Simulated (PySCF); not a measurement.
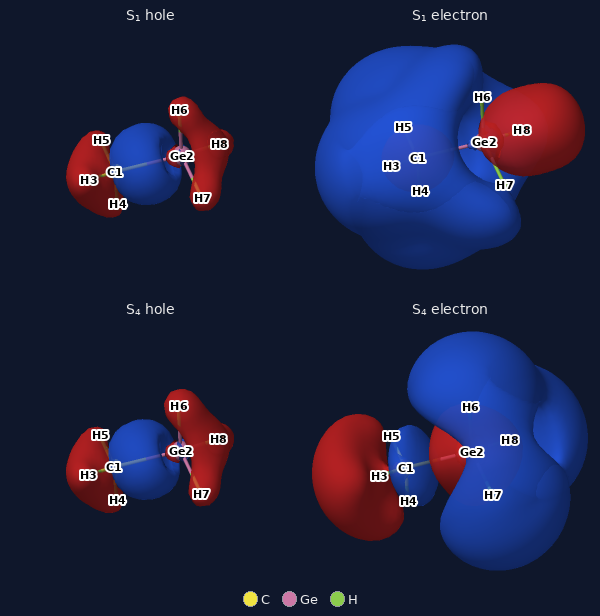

Figure. CH6Ge, SMILES `C[GeH3]`. Leading natural transition orbitals (TDA singlet states).

Level of theory: B3LYP/def2-TZVP (PySCF), at a geometry from GFN2-xTB. No frequency check shows the geometry to be a minimum. GFN2-xTB bond lengths at metals and heavier atoms can be off by up to 0.1 Å and shapes distorted, which carries into these values. Without diffuse functions Rydberg states are missing, so the states' numbers hold for this basis only.

The calculation's input:

```python
import numpy as np
from pyscf import gto, scf, dft, tdscf
from pyscf.scf import atom_ks, atom_hf
from scipy.linalg import block_diag

def solve(mol, dm0=None, hcore=None):
    mf = (dft.UKS if mol.spin else dft.RKS)(mol, xc='b3lyp')
    mf.grids.level = 3
    mf = mf.density_fit(auxbasis='def2-universal-jkfit')
    mf.conv_tol, mf.max_cycle = 1e-8, 80
    if hcore is not None:
        mf.get_hcore = lambda *args: hcore
    mf.kernel(dm0)
    if not mf.converged:
        mf = mf.newton().run(mf.mo_coeff, mf.mo_occ, max_cycle=30)
    assert mf.converged, 'SCF not converged'
    return mf

mol = gto.M(atom='''
C     -1.56891     0.00021     0.00001
Ge     0.38971    -0.00015    -0.00012
H     -1.95468    -0.58361     0.83197
H     -1.95459    -0.42837    -0.92203
H     -1.95432     1.01302     0.08941
H      0.93445     0.58841     1.26066
H      0.93409    -1.38646    -0.12071
H      0.93780     0.80068    -1.13547
''', basis='def2-tzvp', charge=0, spin=0, verbose=4)
mf = solve(mol)
td = mf.TDA()
td.nstates, td.singlet, td.conv_tol = 5, True, 1e-5
td.kernel()
td.analyze()
x, y = np.array([p[0] for p in td.xy]), np.array([p[1] + 0 * p[0] for p in td.xy])
f, mu = td.oscillator_strength(), td.transition_dipole()
nto = [td.get_nto(state=i + 1, verbose=4) for i in range(len(td.e))]
# spherically averaged free atoms, for the promolecule
atm = atom_ks.get_atm_nrks(mol, xc='b3lyp')
pro = block_diag(*[(atm[a[0]][2] * atm[a[0]][3]) @ atm[a[0]][2].T for a in mol._atom])
np.savez('result.npz', e=td.e, f=f, ok=td.converged, w=[n[0] for n in nto], nto=[n[1] for n in nto], x=x, y=y, c=mf.mo_coeff, occ=mf.mo_occ, eps=mf.mo_energy, pro=pro, mu=mu)
```

Command:

```sh
OMP_NUM_THREADS=1 python input.py
```

The run took 51 s on 1 thread of Intel(R) Xeon(R) 6975P-C (Granite Rapids) (shared host), peak memory 0.6 GiB.

> Describe these excited states.

By state:
- S₁: 8.51 eV (146 nm), f = 0.153 (bright), partly diffuse acceptor orbital, which a basis without diffuse functions describes poorly; the leading pair carries 99 %; hole on C1 (42 %) and Ge2 (32 %), electron on Ge2 (26 %), C1 (17 %) and H3, H4 and H5 (14 % each) (atom shares of so diffuse an orbital are rough); their centroids lie 0.3 Å apart.
- S₄: 9.35 eV (133 nm), f = 0.309 (bright), partly diffuse acceptor orbital, which a basis without diffuse functions describes poorly; the leading pair carries 92 %; hole on C1 (39 %), Ge2 (32 %) and H6, H7 and H8 (5 % each), electron on Ge2 (35 %), H6, H7 and H8 (15 % each) and C1 (9 %) (atom shares of so diffuse an orbital are rough); their centroids lie 1.1 Å apart; S₅ lies within 0.1 eV of it.
